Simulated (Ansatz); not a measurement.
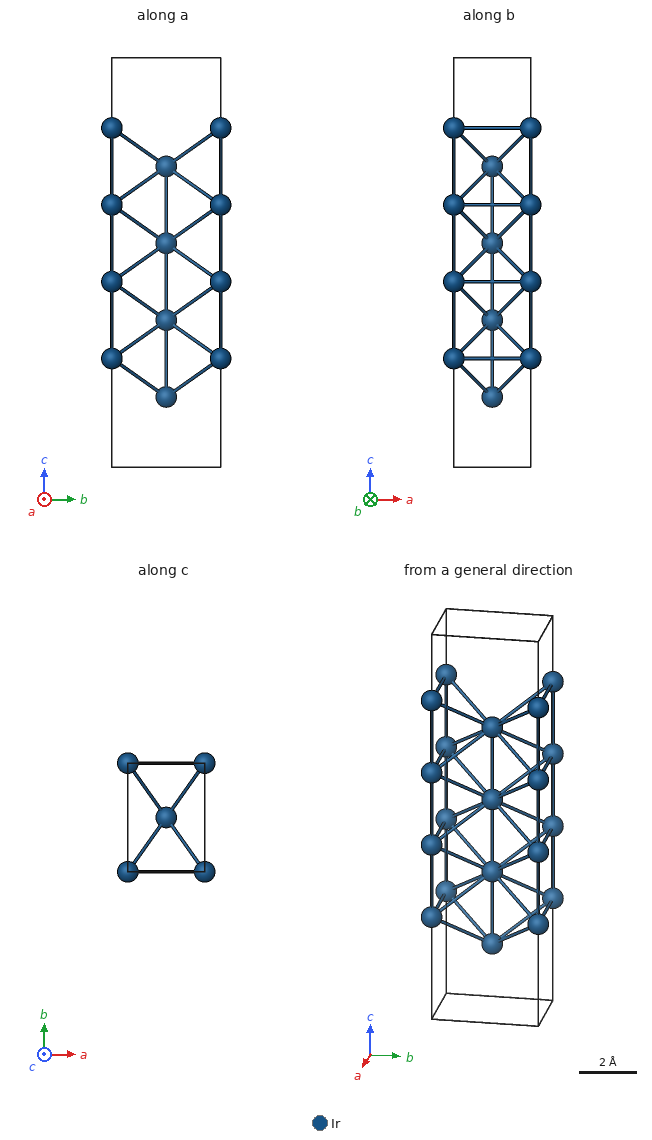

The image is a ball-and-stick drawing of a crystal, viewed along the a axis, along the b axis, along the c axis and from a general direction. One conventional unit cell is outlined, and atoms on its boundary appear in each equivalent place.

Cell parameters: a = 2.737 Å, b = 3.871 Å, c = 14.579 Å, α = 90.00°, β = 90.00°, γ = 90.00°.

Determine the atoms per cell.

Answer. 8 (iridium), counting shared atoms by their share.

Which space group does it belong to?

Answer. Pmmn (No. 59), with Ir on 2a, Ir on 2a, Ir on 2a and Ir on 2a.

How do the bonded atoms link up through the crystal?

Answer. The bonds build Ir layers parallel to (001).

The structure comes from the standard structure of this element; a slab was cut from it. Earlier steps of the study, as a rule a relaxation of our own, may have changed the cell and positions, so they can lie some per cent off the listed ones. It went into a calculation with Ansatz.

At this level of theory the run's own cell isn't at rest (forces up to 1.5 eV/Å), so its distances can differ from those at equilibrium, the more so the softer the solid.
